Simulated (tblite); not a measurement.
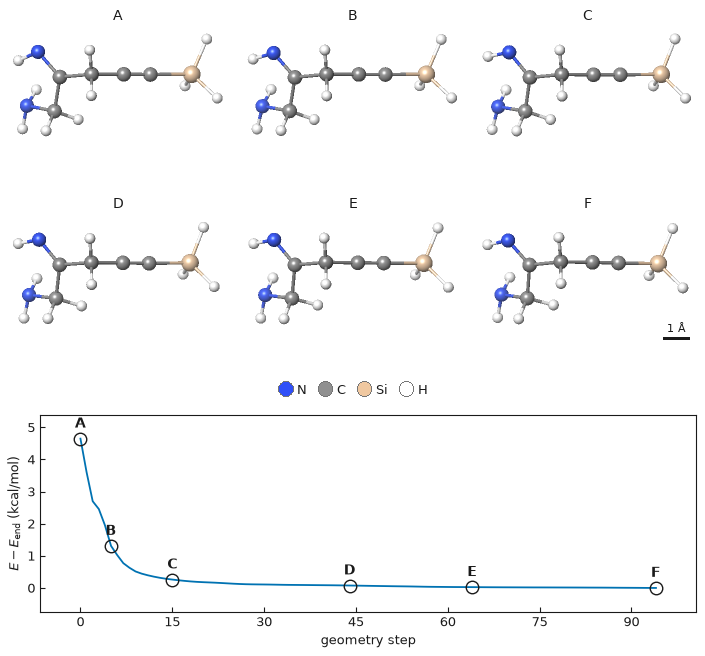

Frames of a relaxation of C₅H₁₀N₂Si, marked on the history of the run. Style: ball-and-stick. Shown from a free direction.

All numbers below come from GFN2-xTB geometry optimisation, gas phase (tblite 0.8.0). 

Q: Describe the path.

A: The largest move after the best rigid fit is that of an H atom, 0.25 Å. Largest moves by element: H 0.25 Å, N 0.20 Å, Si 0.15 Å, C 0.11 Å. Near-neighbour distances that change, for instance: C–N 1.289 → 1.254 Å, C–Si 1.877 → 1.844 Å, H–N 1.041 → 1.019 Å, H–Si 1.488 → 1.467 Å. Bond angles that change, for instance: C–N–H 105.9° → 113.8°, N–C–C 121.3° → 125.8°, H–N–H 103.9° → 107.9°. The energy falls by 4.65 kcal/mol in 94 geometry steps. From step 0 to 5: an H atom moves most (0.06 Å), energy −3.34 kcal/mol. From step 5 to 15: an H atom moves most (0.12 Å), energy −1.05 kcal/mol. From step 15 to 44: H atoms move most (0.08 Å), energy −0.19 kcal/mol. From step 44 to 64: an H atom moves most (0.11 Å), energy −0.05 kcal/mol. From step 64 to 94: an H atom moves most (0.09 Å), energy −0.03 kcal/mol.

```csv
step,"E − E(0), kcal/mol"
0,0.00
1,-1.04
2,-1.95
3,-2.19
4,-2.70
5,-3.34
6,-3.62
7,-3.88
8,-4.02
9,-4.14
10,-4.20
14,-4.36
19,-4.46
23,-4.50
28,-4.54
32,-4.55
37,-4.56
41,-4.57
45,-4.58
50,-4.59
54,-4.60
59,-4.62
63,-4.62
67,-4.63
72,-4.63
76,-4.63
81,-4.64
85,-4.64
90,-4.64
94,-4.65
```
